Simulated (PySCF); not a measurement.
# MP2/STO-3G run of C2H6BClP− (SMILES C=C[BH-](P)Cl)

Aim: the vertical ionisation energy of C2H6BClP− at MP2/STO-3G, from 2 runs. 

The calculation is run with PySCF 2.14.0.

## (1) The system as given

The species is C2H6BClP− (11 atoms), meant as a singlet with charge -1. SMILES: `C=C[BH-](P)Cl`. The shape is that of a GFN2-xTB optimisation. This is one conformer, not always the lowest.

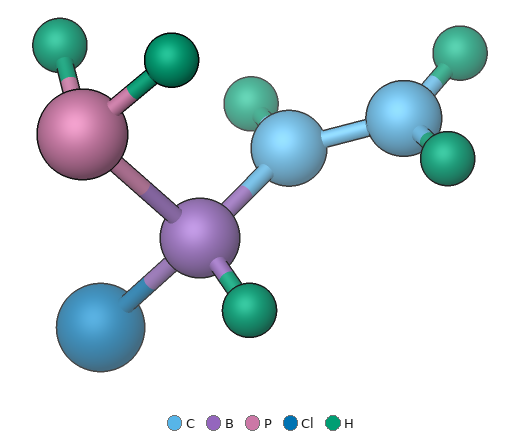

Viewed from a chosen angle; carbon blue, boron purple, phosphorus pink, chlorine blue, hydrogen teal.

## (2) The energy at MP2/STO-3G

The input, geometry.xyz:

```xyz
11

C     -0.826620     0.882880     1.301970
C     -0.761070     0.331340     0.098250
B      0.517440     0.316600    -0.848990
P      1.396660    -1.473530    -0.692110
Cl    -0.027020     0.446080    -2.639490
H     -1.703690     0.828550     1.938820
H      0.013010     1.423840     1.715920
H     -1.648140    -0.198190    -0.250880
H      1.334290     1.168800    -0.646640
H      0.240050    -2.238310    -0.669590
H      1.465100    -1.488070     0.692730
```

The input, input.py:

```python
from pyscf import gto, mp

molecule = gto.M(
    atom='geometry.xyz',
    max_memory=1860,
    charge=-1,
    verbose=4,
    spin=0,
    basis='sto-3g',
)

mf = molecule.RHF()
mf.conv_tol = 1e-10
mf.kernel()
if not mf.converged:
    mf = mf.newton().run(mf.mo_coeff, mf.mo_occ)

pt = mp.MP2(mf, frozen=13).run()
e_tot = pt.e_tot
print('E = %.10f Eh' % e_tot)
```

On the command line:

```sh
$ OMP_NUM_THREADS=1 python input.py
```

What it wrote:

```text
PySCF version 2.14.0

[INPUT] num. atoms = 11
[INPUT] num. electrons = 56
[INPUT] charge = -1
[INPUT] spin (= nelec alpha-beta = 2S) = 0
[INPUT] symmetry False subgroup None
[INPUT] Mole.unit = angstrom
[INPUT] Symbol           X                Y                Z      unit          X                Y                Z       unit  Magmom
[INPUT]  1 C     -0.826620000000   0.882880000000   1.301970000000 AA   -1.562085409088   1.668401400856   2.460366722400 Bohr   0.0
[INPUT]  2 C     -0.761070000000   0.331340000000   0.098250000000 AA   -1.438213861623   0.626141854113   0.185665591739 Bohr   0.0
[INPUT]  3 B      0.517440000000   0.316600000000  -0.848990000000 AA    0.977819885895   0.598287291037  -1.604358582494 Bohr   0.0
[INPUT]  4 P      1.396660000000  -1.473530000000  -0.692110000000 AA    2.639304889135  -2.784568136330  -1.307898348073 Bohr   0.0
[INPUT]  5 Cl    -0.027020000000   0.446080000000  -2.639490000000 AA   -0.051060399886   0.842969029646  -4.987913208528 Bohr   0.0
[INPUT]  6 H     -1.703690000000   0.828550000000   1.938820000000 AA   -3.219507501160   1.565732580508   3.663838804829 Bohr   0.0
[INPUT]  7 H      0.013010000000   1.423840000000   1.715920000000 AA    0.024585336881   2.690667645201   3.242618851664 Bohr   0.0
[INPUT]  8 H     -1.648140000000  -0.198190000000  -0.250880000000 AA   -3.114533214941  -0.374524820628  -0.474094490131 Bohr   0.0
[INPUT]  9 H      1.334290000000   1.168800000000  -0.646640000000 AA    2.521442670746   2.208711894392  -1.221972501189 Bohr   0.0
[INPUT] 10 H      0.240050000000  -2.238310000000  -0.669590000000 AA    0.453628756202  -4.229792881875  -1.265341715748 Bohr   0.0
[INPUT] 11 H      1.465100000000  -1.488070000000   0.692730000000 AA    2.768637745100  -2.812044754182   1.309069978270 Bohr   0.0

nuclear repulsion = 244.49342884726
number of shells = 25
number of NR pGTOs = 117
number of NR cGTOs = 39
basis = sto-3g
ecp = {}

******** <class 'pyscf.scf.hf.RHF'> ********
method = RHF
initial guess = minao
damping factor = 0
level_shift factor = 0
DIIS = <class 'pyscf.scf.diis.CDIIS'>
diis_start_cycle = 1
diis_space = 8
diis_damp = 0
SCF conv_tol = 1e-10
SCF conv_tol_grad = None
SCF max_cycles = 50
direct_scf = True
direct_scf_tol = 1e-13
Set gradient conv threshold to 1e-05
Initial guess from minao.
init E= -894.163381645315
  HOMO = -0.189856914268946  LUMO = 0.130190626640641  gap/eV = 8.70894
cycle= 1 E= -894.061174056174  delta_E= 0.102  |g|= 0.325  |ddm|= 3.95
  HOMO = -0.00349548460156446  LUMO = 0.513004630445326  gap/eV = 14.05468
cycle= 2 E= -894.112643695505  delta_E= -0.0515  |g|= 0.0964  |ddm|= 0.651
  HOMO = -0.037398367460127  LUMO = 0.504621644434756  gap/eV = 14.74912
cycle= 3 E= -894.116094003473  delta_E= -0.00345  |g|= 0.0338  |ddm|= 0.183
  HOMO = -0.0373909852881422  LUMO = 0.507385633026539  gap/eV = 14.82413
cycle= 4 E= -894.116635013638  delta_E= -0.000541  |g|= 0.01  |ddm|= 0.0628
  HOMO = -0.0362248605097697  LUMO = 0.508269406702179  gap/eV = 14.81644
cycle= 5 E= -894.116675339201  delta_E= -4.03e-05  |g|= 0.00281  |ddm|= 0.0169
  HOMO = -0.0364756197968055  LUMO = 0.508701879106285  gap/eV = 14.83504
cycle= 6 E= -894.116680834102  delta_E= -5.49e-06  |g|= 0.000776  |ddm|= 0.00736
  HOMO = -0.0366637809616783  LUMO = 0.508566592159713  gap/eV = 14.83647
cycle= 7 E= -894.116681187737  delta_E= -3.54e-07  |g|= 0.000135  |ddm|= 0.00198
  HOMO = -0.0366490324634496  LUMO = 0.508580023463758  gap/eV = 14.83644
cycle= 8 E= -894.116681199542  delta_E= -1.18e-08  |g|= 2.08e-05  |ddm|= 0.000372
  HOMO = -0.036649616004387  LUMO = 0.508581695696066  gap/eV = 14.83650
cycle= 9 E= -894.116681199875  delta_E= -3.33e-10  |g|= 3.94e-06  |ddm|= 6.37e-05
  HOMO = -0.036649299538807  LUMO = 0.508579948302551  gap/eV = 14.83644
cycle= 10 E= -894.116681199887  delta_E= -1.23e-11  |g|= 1.26e-06  |ddm|= 1.05e-05
  HOMO = -0.0366492804524965  LUMO = 0.508580235348728  gap/eV = 14.83645
Extra cycle  E= -894.116681199889  delta_E= -2.27e-12  |g|= 6.51e-07  |ddm|= 2.28e-06
converged SCF energy = -894.116681199889

******** <class 'pyscf.mp.mp2.RMP2'> ********
nocc = 15, nmo = 26
frozen orbitals 13
E(RMP2) = -894.309218804589  E_corr = -0.192537604699503
E(SCS-RMP2) = -894.326726516222  E_corr = -0.210045316332709
E_corr(same-spin) = -0.0242305492000327
E_corr(oppo-spin) = -0.168307055499471
E = -894.3092188046 Eh
```

It took 1.1 s on 1 thread of Arm Neoverse V1, shared host; peak memory 0.12 GiB.

## (3) Doublet neutral C2H6BClP, same level

The input, job.py:

```python
from pyscf import gto, scf, mp

molecule = gto.M(
    atom='''
C   -0.826620   0.882880   1.301970
C   -0.761070   0.331340   0.098250
B    0.517440   0.316600  -0.848990
P    1.396660  -1.473530  -0.692110
Cl  -0.027020   0.446080  -2.639490
H   -1.703690   0.828550   1.938820
H    0.013010   1.423840   1.715920
H   -1.648140  -0.198190  -0.250880
H    1.334290   1.168800  -0.646640
H    0.240050  -2.238310  -0.669590
H    1.465100  -1.488070   0.692730
''',
    spin=1,
    basis='sto-3g',
    verbose=3,
    max_memory=1860,
)

calc0 = scf.UHF(molecule)
calc0.conv_tol = 1e-10
calc0.kernel()
if not calc0.converged:
    calc0 = calc0.newton().run(calc0.mo_coeff, calc0.mo_occ)

pt = mp.MP2(calc0, frozen=13).run()
energy = pt.e_tot
print('Final energy', energy)
```

On the command line:

```sh
$ OMP_NUM_THREADS=1 python job.py
```

What it wrote:

```text
converged SCF energy = -894.119110979193  <S^2> = 1.0154706  2S+1 = 2.2498627
E(UMP2) = -894.294255289903  E_corr = -0.175144310710277
E(SCS-UMP2) = -894.308680539565  E_corr = -0.189569560372404
Final energy -894.2942552899033
```

Wall time 1.2 s (1 thread of Arm Neoverse V1, shared host); peak memory 0.12 GiB.

## (4) Results

Level: MP2/STO-3G, 13 core orbitals frozen.

| quantity | value |
| --- | --- |
| singlet C2H6BClP−: total energy | -894.30922 Eh |
| singlet C2H6BClP−: HOMO energy (Hartree–Fock orbitals) | -1.00 eV |
| singlet C2H6BClP−: LUMO energy (Hartree–Fock orbitals) | 13.84 eV |
| singlet C2H6BClP−: HOMO–LUMO gap (to an unbound level, set by the basis) | 14.84 eV |
| singlet C2H6BClP−: correlation energy (13 core orbitals frozen) | -192.5 mEh |
| doublet neutral C2H6BClP: total energy | -894.29426 Eh |
| doublet neutral C2H6BClP: dipole moment (Hartree–Fock density) | 6.32 D |
| doublet neutral C2H6BClP: HOMO energy (Hartree–Fock orbitals) (highest over α and β) | -8.41 eV |
| doublet neutral C2H6BClP: LUMO energy (Hartree–Fock orbitals) (lowest over α and β) | 0.97 eV |
| doublet neutral C2H6BClP: correlation energy (13 core orbitals frozen) | -175.1 mEh |
| doublet neutral C2H6BClP: ⟨S²⟩ of the reference determinant | 1.015 |
| vertical detachment energy (to the doublet neutral) | 0.407 eV |

**Reading.** The vertical ionisation energy comes to 0.41 eV (39.3 kJ/mol). In a minimal basis such a difference can be off by several eV, whatever the method. ⟨S²⟩ (doublet neutral C2H6BClP) is 1.02 where a pure doublet has 0.75: the reference is spin-contaminated. Mulliken charges (doublet neutral C2H6BClP) of the mean-field density run from -0.37 on Cl5 to +0.51 on P4.
